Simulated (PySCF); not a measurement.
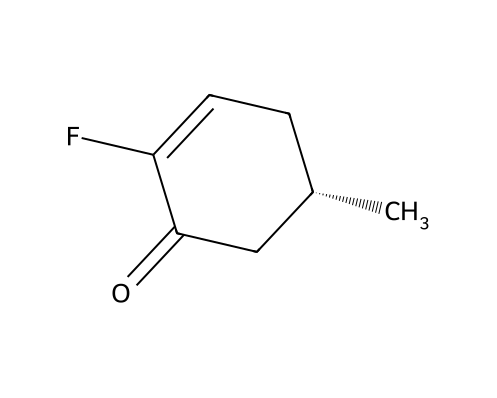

Give its SMILES.

Answer. C[C@H]1CC=C(F)C(=O)C1

Give the formula, hydrogens included.

Answer. C7H9FO.

An optimisation with GFN2-xTB gave a structure of which point group?

Answer. C1.

The parts below concern this one geometry. Atoms keep their numbers from picture to picture. The geometry was computed by an optimisation with GFN2-xTB. No frequency run is at hand to confirm it as a minimum.

### Dipole moment

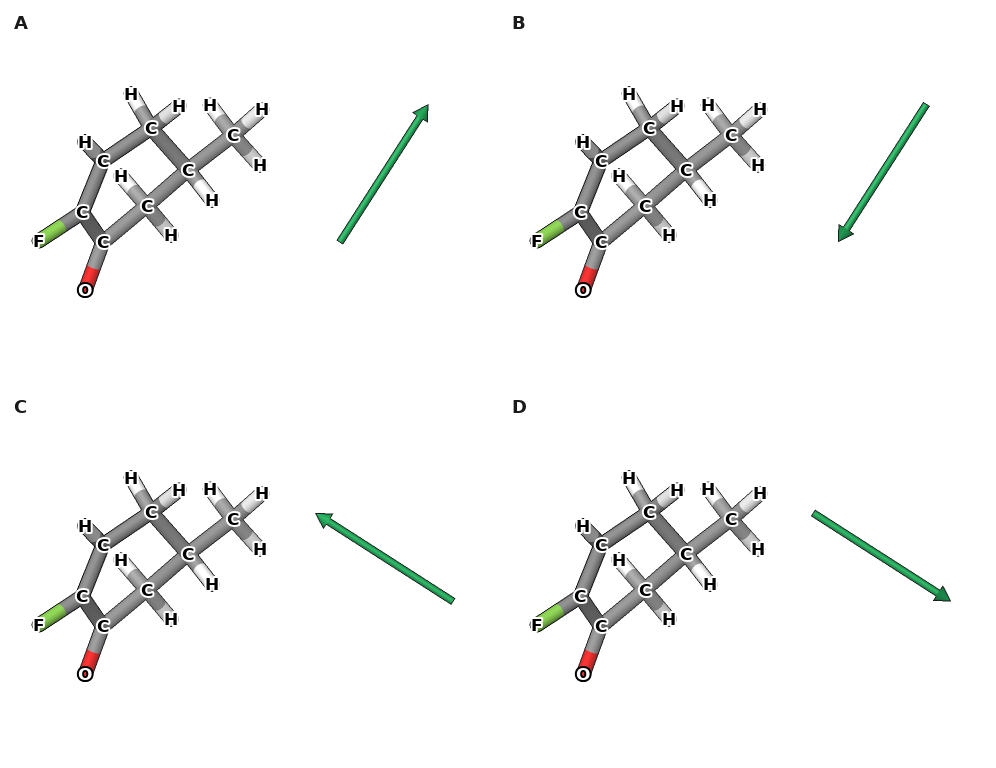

The same molecule four times, each with an arrow. No frequency run is at hand to confirm it as a minimum. Properties computed with PBE0/pcSseg-1, gas phase (PySCF 2.14.0).

Which arrow points along the dipole moment, from the negative to the positive end?

Answer. A. The dipole moment is 4.78 D.

### Polarisability

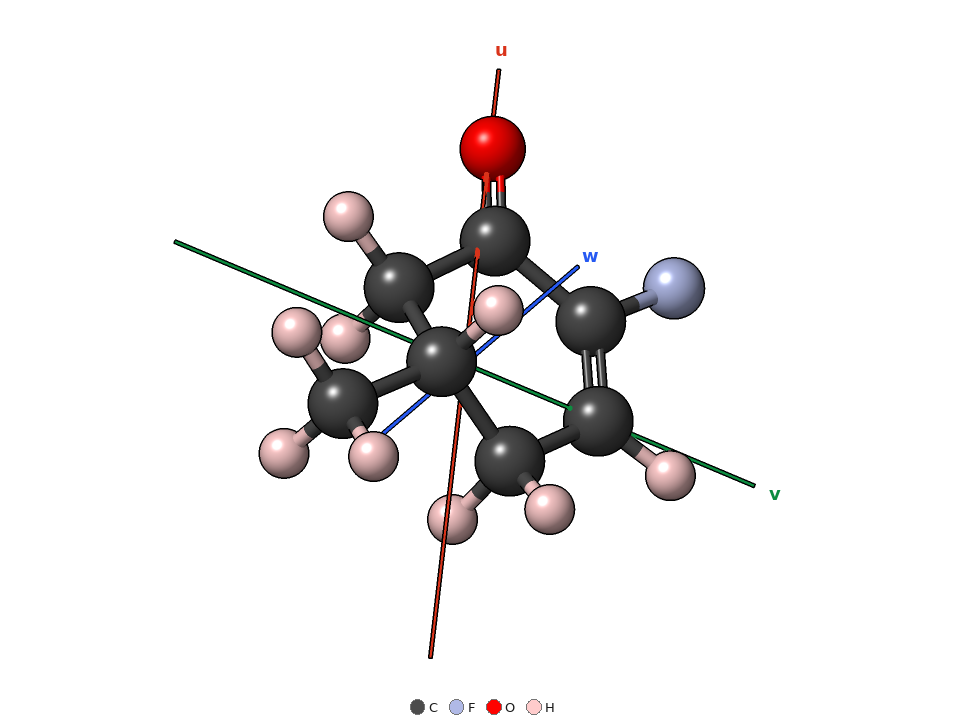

The lines u, v and w are the principal axes of the static dipole polarisability. No frequency run is at hand to confirm it as a minimum. Method: PBE0/def2-SVPD (PySCF 2.14.0).

Along which axis is the molecule most polarisable, and along which least?

Answer. Most along u, least along w.

Give the three principal values.

Answer. u 103.4, v 86.3, w 61.8 bohr³; mean 83.8, anisotropy 36.2 bohr³.

### Ring current

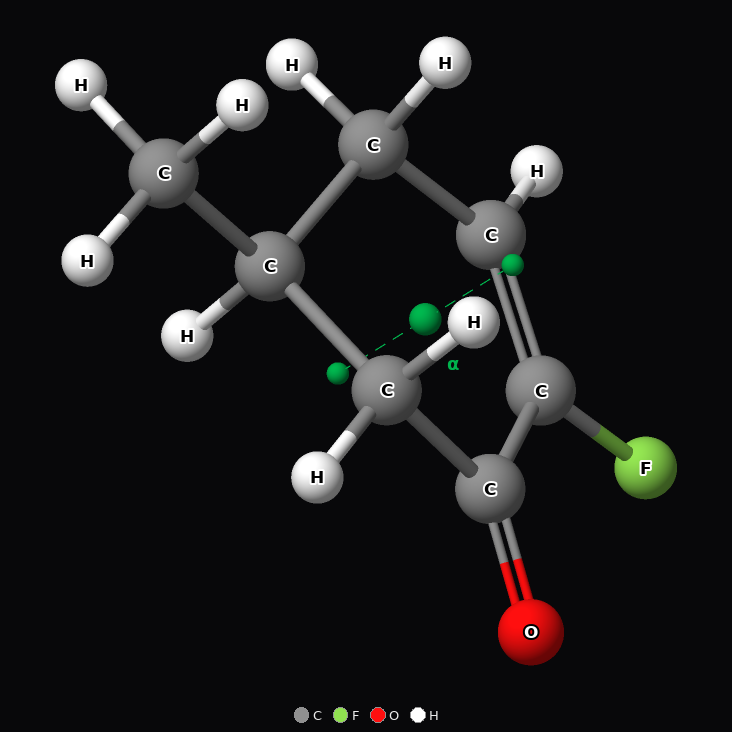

The small points mark where nucleus-independent chemical shifts (NICS) were computed: at the centre of each lettered ring and 1 Å above and below it. No frequency run is at hand to confirm it as a minimum. Method: GIAO PBE0/pcSseg-1 NMR shielding, non-relativistic, gas phase (PySCF 2.14.0).

Give NICS(0), NICS(1) and the out-of-plane component NICS(1)zz for each ring (means of the two sides).

```json
{"ring": "α", "members": "C6", "NICS(0)": "0.1", "NICS(1)": "−2.1", "NICS(1)zz": "2.0"}
```

Values in ppm.

What do the values say about the ring currents?

Answer. Ring α: weak, as in a non-aromatic ring. NICS is one index among several.
